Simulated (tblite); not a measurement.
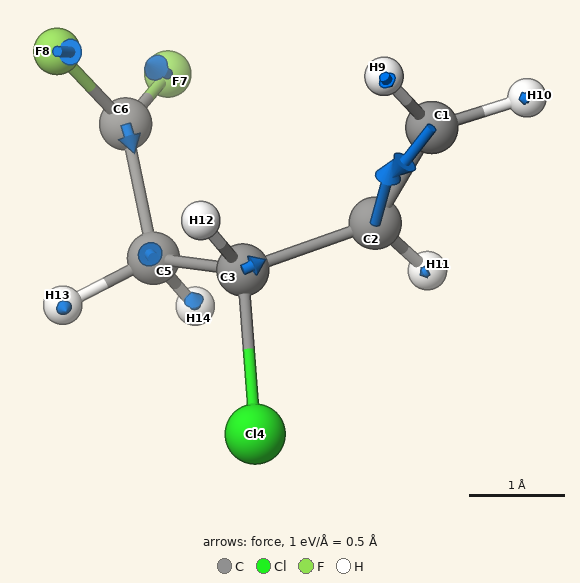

Starting geometry of C5H6ClF2 (multiplicity 2) with the computed forces as blue arrows. A ball-and-stick model, seen at a tilt.

The calculation used GFN2-xTB geometry optimisation, gas phase in tblite 0.8.0. 

Q: Is this structure relaxed? If not, where do the atoms go?

A: It isn't relaxed: the largest force vector, on C2, is 1.76 eV/Å. The final displacements have little in common with the starting forces (cosine between the two patterns 0.19). F7 moves most after the best rigid fit: 0.65 Å. By element the largest moves are F 0.65 Å, H 0.20 Å, C 0.13 Å, Cl 0.04 Å. Near-neighbour distances that change, for instance: C1–C2 1.351 → 1.321 Å, C2–C3 1.508 → 1.489 Å, C5–H14 1.105 → 1.091 Å, C6–F7 1.351 → 1.340 Å. Bond angles that change, for instance: F7–C6–F8 119.9° → 109.0°, C3–C2–H11 117.6° → 115.3°, C1–C2–H11 118.9° → 121.2°. After 69 geometry steps the energy has fallen by 26.5 kJ/mol. Cost: 0.43 s on 1 thread of Arm Neoverse V1, on a shared host.
